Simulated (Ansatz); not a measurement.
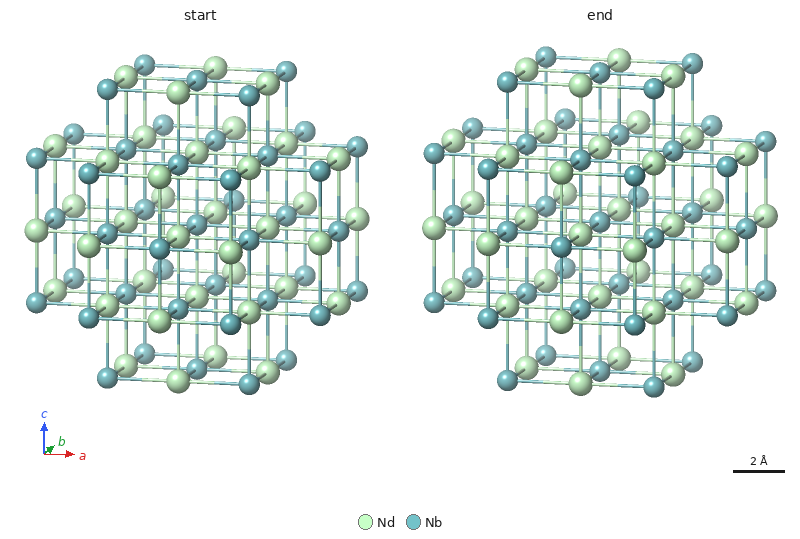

The structure of crystalline NdNb (a generated structure, set up in Fm-3m) (coarse preliminary run) before (left) and after (right) a relaxation, at one scale.

The picture is a ball-and-stick view of the conventional cell (4 times the calculation's cell), seen slightly off an axis. Lengths and directions refer to the drawn axes.

Theory: DFT PBE, scalar-relativistic, plane waves, PAW; 4f electrons in the core of a trivalent norm-conserving potential in Ansatz. Set-up: plane-wave cutoff 660 eV; k-point mesh 6 × 6 × 6; occupations gaussian; smearing width 0.1 eV; no spin polarisation; cell and atoms relaxed; force threshold 0.04 eV/Å; at most 70 steps.

### Describe what moved and what it gained.

The energy falls by 33.2 meV per atom in 2 accepted moves (3 points after the start). All forces vanish by symmetry, so only the cell relaxes. Pressure: 5.12 GPa at the start and −0.25 GPa at the end. The SCF was repeated once at an unchanged geometry on a basis and grid sized afresh for the cell, which shifted the energy by less than 0.05 meV per atom at most. The atoms keep their places relative to the cell (all moves are under 0.005 Å). The volume changes by +10.4 %, with a = b = c 5.815 → 6.009 Å (+3.3 %). Some distances before and after: Nb–Nd 2.907 → 3.005 Å. The space group stays Fm-3m (No. 225). The run took 17 s on 1 thread of AMD EPYC (Zen 3) (shared host), peak memory 0.35 GiB.
